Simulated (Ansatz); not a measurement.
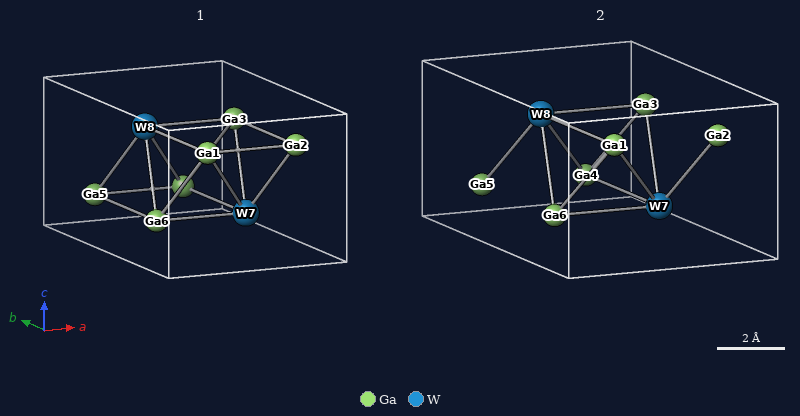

Two geometries of crystalline Ga3W (a generated structure, set up in P6_3/mmc) (coarse preliminary run), drawn at one scale. One is the start of a relaxation, the other its converged end. Style: ball-and-stick. Shown: the cell of the calculation, from a free direction.

The calculation used DFT PBE, scalar-relativistic, plane waves, PAW (Ansatz). (plane-wave cutoff 420 eV; k-point mesh 3 × 3 × 4; occupations gaussian; smearing width 0.1 eV; no spin polarisation; cell and atoms relaxed; force threshold 0.04 eV/Å; at most 70 steps)

> Which one is relaxed?

Structure 1 is the relaxed one. After 4 accepted moves (5 points after the start) the energy has fallen by 655 meV per atom. The largest force component goes from 0.49 to 0.032 eV/Å. Pressure: −18.45 GPa at the start and 0.09 GPa at the end. The SCF was repeated once at an unchanged geometry on a basis and grid sized afresh for the cell, which shifted the energy by 1.4 meV per atom at most. The atoms keep their places relative to the cell (all moves are under 0.005 Å). The drawn cell changes as follows: a = b 6.437 → 5.488 Å (−14.7 %), c 5.079 → 4.837 Å (−4.8 %); the volume changes by −30.8 %. Some distances before and after: Ga1–Ga2 3.247 → 2.771 Å, Ga1–W8 3.219 → 2.744 Å, Ga1–Ga2 (another image) 3.190 → 2.717 Å, Ga1–Ga5 3.157 → 2.900 Å. Bond angles that change, for instance: W7–Ga2–W7 108.1° → 114.1°. The space group stays P6_3/mmc (No. 194). The run took 20 s on 1 thread of Intel(R) Xeon(R) 6975P-C (Granite Rapids), with other jobs on the host, peak memory 0.51 GiB.
